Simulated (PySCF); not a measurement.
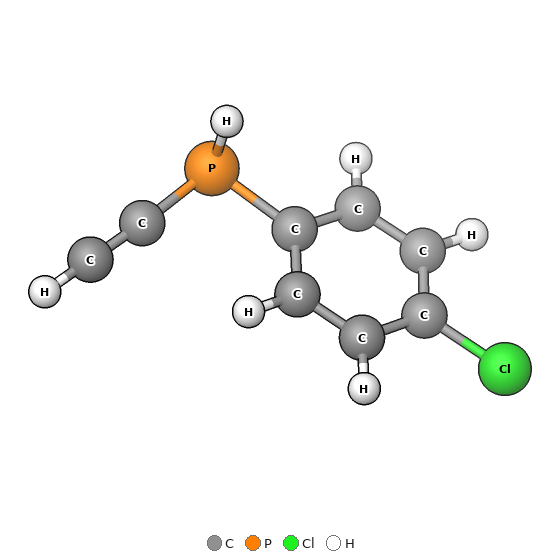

Structure of C₈H₆ClP, SMILES C#CPc1ccc(Cl)cc1.

Vertical TDDFT excitations, CAM-B3LYP/def2-SVPD (IEF-PCM cyclohexane) in PySCF 2.14.0, at a PBE0-D3(BJ)/def2-SVP geometry (no frequency check).

Question: Where does it absorb, and how strongly?

Answer: The lowest singlet lies at 5.13 eV (242 nm, f = 0.027) (S2 lies within 0.06 eV, too close to order); the brightest of the first 6 is S2 at 5.16 eV (240 nm), f = 0.180, mainly HOMO → LUMO (50 %) (S1 lies within 0.06 eV, too close to order). No singlet lies below 3.1 eV (beyond 400 nm), so at this level no vertical transition falls in the visible.


```tsv
state	E (eV)	λ (nm)	f	main character
S1	5.13	242	0.027	HOMO → LUMO+1 (52 %)
S2	5.16	240	0.180	HOMO → LUMO (50 %)
S3	5.49	226	0.126	HOMO → LUMO+2 (36 %)
S4	5.95	208	0.091	HOMO → LUMO+3 (40 %)
S5	6.10	203	0.030	HOMO−1 → LUMO (28 %)
S6	6.24	199	0.096	HOMO−1 → LUMO (26 %)
```

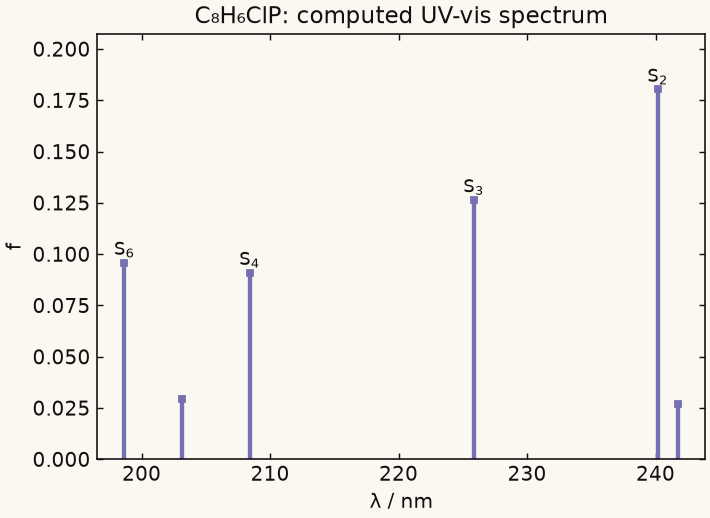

Only the first 6 singlet excitations are included.

Caveats: one conformer of a flexible molecule; core orbitals are frozen in the response.
